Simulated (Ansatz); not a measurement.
# SiHCl: taking an electron away

Aim: the vertical ionisation energy of SiHCl, as cation minus neutral at the neutral's geometry, on several levels, and how well −ε(HOMO) stands in for it.

Program: Ansatz 0.2.0, Gaussian basis. Level of theory: unrestricted cation, the program's frozen cores in correlated methods. These are calculated values, not measurements.

Plan: UKS PBE-D4/def2-TZVPP; UKS r2SCAN-D4/def2-TZVPP; UKS PBE0-D4/def2-TZVPP; UKS B3LYP-D4/def2-TZVPP; UKS wB97X-V/def2-TZVPP; UKS wB97M-V/def2-TZVPP; UKS B2PLYP/def2-TZVPP; UHF-CCSD(T)/def2-TZVPP; UHF-CCSD(T)/def2-QZVPP; extrapolation to the limit; then −ε(HOMO) from the neutral's earlier runs with LDA (SPW92), PBE-D4, revPBE-D4, BLYP-D4, r2SCAN-D4, B97M-V, PBE0-D4, B3LYP-D4, r2SCANh-D4, r2SCAN0-D4, HSE06-D4, BHLYP-D4, CAM-B3LYP-D4, LC-ωPBE, ωB97X-V, ωB97M-V.

### Step 1. The geometry

The geometry comes from an earlier relaxation with PBE0-D4 in a triple-zeta def2 set; it is a stationary point.

SMILES `[SiH]Cl`, 3 atoms, charge 0, spin multiplicity 1.

Atoms are counted from 1 here; the program's logs count them from 0.

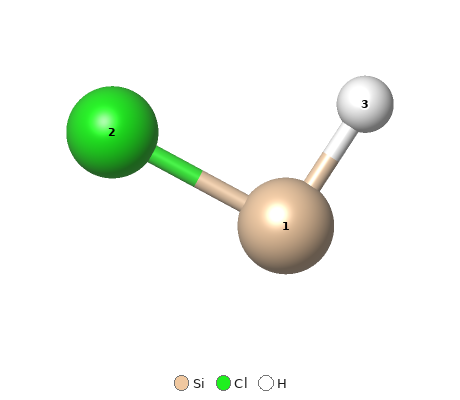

The structure; silicon light orange, chlorine green, hydrogen white; atoms are numbered from 1 in the order of the file.

### Step 2. Cation, UKS PBE-D4/def2-TZVPP

in.yaml reads:

```yaml
crystal:
  periodic: [false, false, false]
  atoms:
    - {symbol: Si, position_ang: [-0.545882, 0.550550, -0.249467]}
    - {symbol: Cl, position_ang: [1.270126, 0.330783, 0.734855]}
    - {symbol: H, position_ang: [-0.735245, -0.946133, -0.498688]}
basis:
  gaussian: {orbitals: def2-TZVPP}
total_charge: 1
magnetization: {spin_polarized: true, initial_magnetization: 1}
hamiltonian: {xc: pbe, dispersion: d4}
```

The run is started by

```sh
> ansatz run in.yaml --threads 2 --pin off --events-out ev --progress --plain --max-ram 32768MiB --backend cpu
```

After this run come: Cation, UKS r2SCAN-D4/def2-TZVPP; Cation, UKS PBE0-D4/def2-TZVPP; Cation, UKS B3LYP-D4/def2-TZVPP; Cation, UKS wB97X-V/def2-TZVPP; Cation, UKS wB97M-V/def2-TZVPP; Cation, UKS B2PLYP (frozen core)/def2-TZVPP; Cation, UHF-CCSD(T)/def2-TZVPP; Cation, UHF-CCSD(T)/def2-QZVPP.

Before running them: what should the planned runs give, taken together? Wanted: ionisation energy, CCSD(T)/CBS; nearest functional by difference; nearest −ε(HOMO); −ε(HOMO) of PBE; T1 of the cation.

The runs gave:

| quantity | value |
| --- | --- |
| ionisation energy, CCSD(T)/CBS | 9.58 eV |
| nearest functional by difference | ωB97X-V (-0.13 eV) |
| nearest −ε(HOMO) | LC-ωPBE (+0.00 eV) |
| −ε(HOMO) of PBE | 5.89 eV |
| T1 of the cation | 0.028 |

Energy differences with functionals land within 0.38 eV of the reference. −ε(HOMO) of PBE misses by 3.7 eV, since self-interaction lifts the level. Among orbital estimates LC-ωPBE comes nearest. Hartree-Fock falls 0.98 eV short, as the neutral has more correlation energy than the cation.
